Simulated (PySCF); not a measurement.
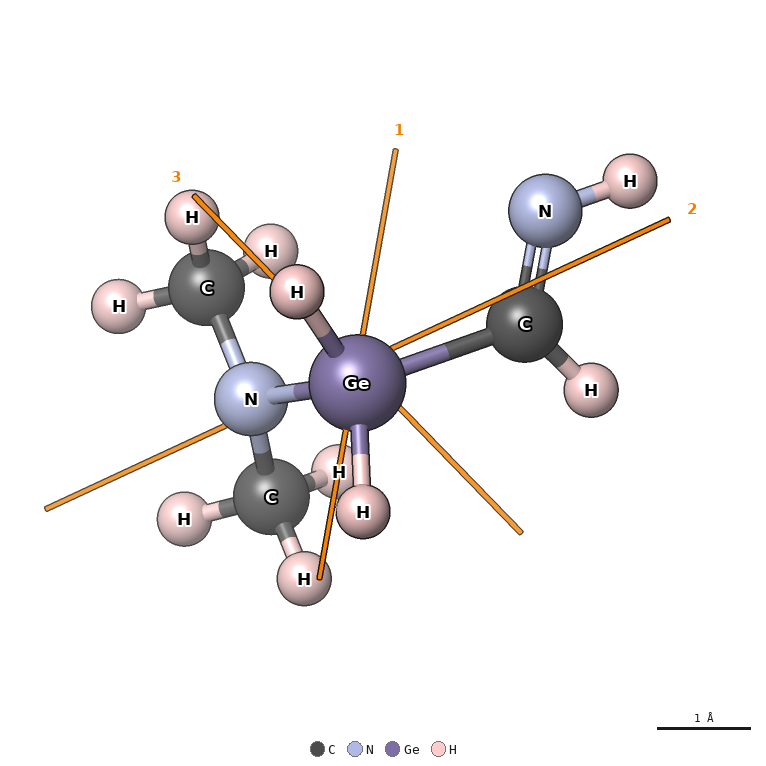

The three principal axes of inertia are drawn and numbered. Depth is shown by fading: the farther an atom, the more it takes the colour of the background. The geometry was computed by an optimisation with GFN2-xTB. No frequency run is at hand to confirm it as a minimum. Masses are those of the most abundant isotopes; constants are for the rigid equilibrium geometry.

**Which line is the a axis (least moment of inertia), which b and which c?**

a is line 2, b is line 1, c is line 3; the moments are 144, 324, 362 u Å².

**What kind of rotor is it, and what are its rotational constants in GHz?**

An asymmetric top (C1): A = 3.51, B = 1.56, C = 1.39 GHz. Ray's parameter κ is −0.85, nearer the prolate limit.
